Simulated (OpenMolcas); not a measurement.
# One shape, several levels: Si2H4F2 (SMILES F[SiH2][SiH2]F)

We compute a comparison of 6 runs (B3LYP/6-31G*, BLYP/6-31G*, M06-L/6-31G*, PBE/6-31G*, revPBE/6-31G*, CCSD(T)/6-31G*) of Si2H4F2. 

The results are computed with OpenMolcas 26.06.

1 further run of the same task is left out (set aside as unsound or not needed).

## Step 1: The system as given

Si2H4F2: 8 atoms, total charge 0, spin state singlet. SMILES: `F[SiH2][SiH2]F`. The Si3–H8 distance was set to 1.708 Å, away from the relaxed value.

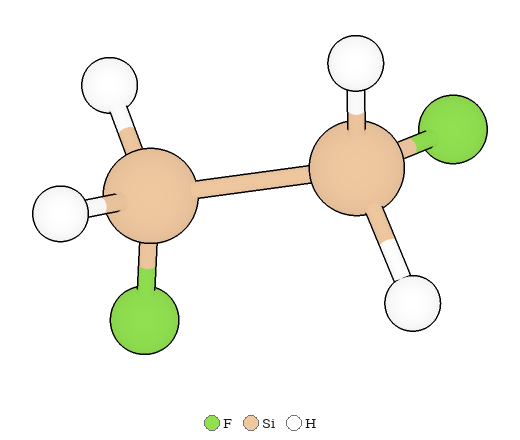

Viewed from a chosen angle; fluorine green, silicon light orange, hydrogen white.

## Step 2: A single-point energy at B3LYP/6-31G(d) (spherical functions) (run 1)

Contents of input.xyz:

```xyz
8

F     -1.809470     1.330620    -0.409878
Si    -0.232470     1.252920    -0.122978
Si     0.483930    -0.984780    -0.091278
F      0.406330    -1.617180    -1.564178
H      0.465430     2.039020    -1.172378
H      0.025530     1.868520     1.206222
H      1.900130    -1.039180     0.360022
H     -0.477100    -1.941900     0.946800
```

Contents of run.inp:

```
&GATEWAY
  BasLib = $CurrDir
  Coord = input.xyz
  Basis = 6-31Gs
  Group = NoSym

&SEWARD
  GridInput
  Grid=UltraFine
  End of Grid

&SCF
  KSDFT = B3LYP
  Thresholds = 1e-10 1e-07 1e-07 1e-05
  PrOrbitals = 1 1
```

The basis set 6-31G* is read from a file made from the Basis Set Exchange's data (not shown).

Command:

```
export MOLCAS_MEM=1860
pymolcas run.inp > run.log
```

The log of the run:

```text
--- Start Module: gateway ---
[...]
--- Stop Module: gateway /rc=_RC_ALL_IS_WELL_ ---
--- Start Module: seward ---
[...]
      Basis functions           72
--- Stop Module: seward /rc=_RC_ALL_IS_WELL_ ---
[...]
--- Start Module: scf ---
[...]
       Convergence after  13 Iterations
[...]
::    Total KS-DFT energy                            -781.1557981085
[...]
      Total spin, S                                     0.0000000000
[...]
      Total electronic charge=   50.000000
      Total            charge=   -0.000000
[...]
      Dipole Moment (debye):
      Origin of the operator (angstrom)=   -0.1806    0.0305   -0.4302
                   X=  1.3997E+00               Y=  6.8050E-01               Z=  1.0486E+00           Total=  1.8767E+00
      Quadrupole Moment (debye*angstrom):
[...]
--- Stop Module: scf /rc=_RC_ALL_IS_WELL_ ---
[...]
```

It took 19 s on 1 thread of AMD EPYC 7R43 (Zen 3), shared host; peak memory 0.42 GiB.

## Step 3: The energy at BLYP/6-31G(d) (spherical functions) (run 2)

Contents of struct.xyz:

```xyz
8

F     -1.809470     1.330620    -0.409878
Si    -0.232470     1.252920    -0.122978
Si     0.483930    -0.984780    -0.091278
F      0.406330    -1.617180    -1.564178
H      0.465430     2.039020    -1.172378
H      0.025530     1.868520     1.206222
H      1.900130    -1.039180     0.360022
H     -0.477100    -1.941900     0.946800
```

Contents of calc.inp:

```
&GATEWAY
 BasLib=$CurrDir
 Coord=struct.xyz
 Basis=6-31Gs
 Group=NoSym

&SEWARD
 GridInput
 Grid=UltraFine
 End of Grid

&SCF
 KSDFT=BLYP
 Thresholds=1e-10 1e-07 1e-07 1e-05
 PrOrbitals=1 2
```

The basis set 6-31G* is read from a file made from the Basis Set Exchange's data (not shown).

Command:

```
export MOLCAS_MEM=1860
pymolcas calc.inp > calc.log
```

The log of the run:

```text
--- Start Module: gateway ---
[...]
--- Stop Module: gateway /rc=_RC_ALL_IS_WELL_ ---
--- Start Module: seward ---
[...]
      Basis functions           72
--- Stop Module: seward /rc=_RC_ALL_IS_WELL_ ---
[...]
--- Start Module: scf ---
[...]
       Convergence after  17 Iterations
[...]
::    Total KS-DFT energy                            -781.0760182327
[...]
      Total spin, S                                     0.0000000000
[...]
      Total electronic charge=   50.000000
      Total            charge=   -0.000000
[...]
      Dipole Moment (debye):
      Origin of the operator (angstrom)=   -0.1806    0.0305   -0.4302
                   X=  1.2760E+00               Y=  6.3580E-01               Z=  9.2147E-01           Total=  1.6975E+00
      Quadrupole Moment (debye*angstrom):
[...]
--- Stop Module: scf /rc=_RC_ALL_IS_WELL_ ---
[...]
```

Run time: 23 s. Hardware: 1 thread of AMD EPYC 7R43 (Zen 3), shared host; peak memory 0.42 GiB.

Runs 3 to 4 aren't shown in full; the table further down has their settings and results.

## Step 4: A single-point energy at revPBE/6-31G(d) (spherical functions) (run 5)

Contents of run.inp:

```
&GATEWAY
  BasLib=$CurrDir
  Coord
  8
  angstrom
  F       -1.809470       1.330620      -0.409878
  Si      -0.232470       1.252920      -0.122978
  Si       0.483930      -0.984780      -0.091278
  F        0.406330      -1.617180      -1.564178
  H        0.465430       2.039020      -1.172378
  H        0.025530       1.868520       1.206222
  H        1.900130      -1.039180       0.360022
  H       -0.477100      -1.941900       0.946800
  Basis=6-31Gs
  Group=NoSym

&SEWARD
  GridInput
  Grid=UltraFine
  End of Grid

&SCF
  KSDFT=revPBE
  Thresholds=1e-10 1e-07 1e-07 1e-05
  PrOrbitals=1 1
```

The basis set 6-31G* is read from a file made from the Basis Set Exchange's data (not shown).

Command:

```
export MOLCAS_MEM=1860
pymolcas run.inp > run.log
```

The log of the run:

```text
--- Start Module: gateway ---
[...]
--- Stop Module: gateway /rc=_RC_ALL_IS_WELL_ ---
--- Start Module: seward ---
[...]
      Basis functions           72
--- Stop Module: seward /rc=_RC_ALL_IS_WELL_ ---
[...]
--- Start Module: scf ---
[...]
       Convergence after  15 Iterations
[...]
::    Total KS-DFT energy                            -780.9165011200
[...]
      Total spin, S                                     0.0000000000
[...]
      Total electronic charge=   50.000000
      Total            charge=   -0.000000
[...]
      Dipole Moment (debye):
      Origin of the operator (angstrom)=   -0.1806    0.0305   -0.4302
                   X=  1.2626E+00               Y=  6.2847E-01               Z=  9.0633E-01           Total=  1.6765E+00
      Quadrupole Moment (debye*angstrom):
[...]
--- Stop Module: scf /rc=_RC_ALL_IS_WELL_ ---
[...]
```

Wall time 21 s (1 thread of AMD EPYC 7R43 (Zen 3), shared host); peak memory 0.42 GiB.

## Step 5: The energy at CCSD(T)/6-31G(d) (spherical functions) (run 6)

Contents of coord.xyz:

```xyz
8

F     -1.809470     1.330620    -0.409878
Si    -0.232470     1.252920    -0.122978
Si     0.483930    -0.984780    -0.091278
F      0.406330    -1.617180    -1.564178
H      0.465430     2.039020    -1.172378
H      0.025530     1.868520     1.206222
H      1.900130    -1.039180     0.360022
H     -0.477100    -1.941900     0.946800
```

Contents of mol.inp:

```
&gateway
  baslib=$CurrDir
  coord=coord.xyz
  basis=6-31Gs
  group=NoSym

&seward

&scf
  thresholds=1e-10 1e-07 1e-07 1e-05
  prorbitals=1 2

&rasscf
  fileorb=$Project.ScfOrb
  spin=1
  nactel=0 0 0
  inactive=25
  ras2=0
  outorbitals=Canonical
  orblisting=Nothing

&motra
  jobiph
  frozen=12

&ccsdt
  cct
  triples=2
  iterations=80
  accuracy=1e-08
  extrapolation=5 4
```

The basis set 6-31G* is read from a file made from the Basis Set Exchange's data (not shown).

Command:

```
export MOLCAS_MEM=1860
pymolcas mol.inp > mol.log
```

The log of the run:

```text
--- Start Module: gateway ---
[...]
--- Stop Module: gateway /rc=_RC_ALL_IS_WELL_ ---
[...]
      Basis functions           72
[...]
       Convergence after  13 Iterations
[...]
::    Total SCF energy                               -779.1255284275
[...]
      Total spin, S                                     0.0000000000
[...]
      Number of active orbitals                  0
[...]
      Spin quantum number                      0.0
[...]
      Active orbitals                            0
[...]
      Number of CSFs                             1
[...]
      Number of root(s) required                 1
[...]
      Convergence after  4 iterations
[...]
      Natural orbitals and occupation numbers for root  1
      ************************************************************************************************************************
      *                                                    Final results                                                     *
      ************************************************************************************************************************
[...]
::    RASSCF root number  1 Total energy:   -779.12552843
[...]
      Total electronic charge=   50.000000
      Total            charge=   -0.000000
[...]
      Dipole Moment (debye):
      Origin of the operator (angstrom)=   -0.1806    0.0305   -0.4302
                   X=  1.6612E+00               Y=  8.0091E-01               Z=  1.2568E+00           Total=  2.2317E+00
      Quadrupole Moment (debye*angstrom):
[...]
--- Start Module: motra ---
[...]
      *** WARNING: Default frozen orbitals is overwritten by user input.
      *** Default values:   6
[...]
--- Stop Module: motra /rc=_RC_ALL_IS_WELL_ ---
--- Start Module: ccsdt ---
[...]
      Convergence after                    14  Iterations
      Total energy (diff) :    -779.65698848       0.00000001
[...]
 METHOD                       : CCSD+T(CCSD)+<T3(1)WT1> = CCSD(T)
[...]
       CCSD     =      -779.6569884831584
[...]
--- Stop Module: ccsdt /rc=_RC_ALL_IS_WELL_ ---
[...]
```

Run time: 26 s. Hardware: 1 thread of AMD EPYC 7R43 (Zen 3), shared host; peak memory 0.42 GiB.

## Step 6: Overview of the runs

```
run                                 level  integration grid  frozen core orbitals  energy (Eh)  dipole moment (D) of the reference  HOMO energy (eV)  LUMO energy (eV)  wall time
  1    B3LYP/6-31G* (spherical functions)         UltraFine                     –  -781.155798                                1.88             -8.05             -0.81       19 s
  2     BLYP/6-31G* (spherical functions)         UltraFine                     –  -781.076018                                1.70             -6.82             -1.30       23 s
  3    M06-L/6-31G* (spherical functions)         UltraFine                     –  -781.090147                                1.86             -7.31             -1.08       24 s
  4      PBE/6-31G* (spherical functions)         UltraFine                     –  -780.611032                                1.71             -6.96             -1.48       22 s
  5   revPBE/6-31G* (spherical functions)         UltraFine                     –  -780.916501                                1.68             -6.94             -1.39       21 s
  6  CCSD(T)/6-31G* (spherical functions)                 –                    12  -779.667242                                2.23            -11.33              2.59       26 s
```

## Step 7: Outcome

| quantity | value |
| --- | --- |
| run 6: total energy | -779.66724 Eh |
| run 6: dipole moment (mean-field density) | 2.23 D |
| run 6: HOMO energy (Hartree–Fock orbitals) | -11.33 eV |
| run 6: LUMO energy (Hartree–Fock orbitals) | 2.59 eV |
| run 6: HOMO–LUMO gap (Hartree–Fock orbitals) | 13.92 eV |
| run 6: correlation energy (12 core orbitals frozen) | -541.7 mEh |
| run 6: (T) correction | -10.25 mEh |

What this shows: Over runs 1, 2, 3, 4, 5 the dipole moment (its size) runs from 1.68 D (revPBE/6-31G*) to 1.88 D (B3LYP/6-31G*). Over runs 1, 2, 3, 4, 5 the HOMO–LUMO gap runs from 5.48 eV (PBE/6-31G*) to 7.24 eV (B3LYP/6-31G*). Totals of different functionals can't be ranked against each other. All runs together took 2.2 min, the longest 26 s.
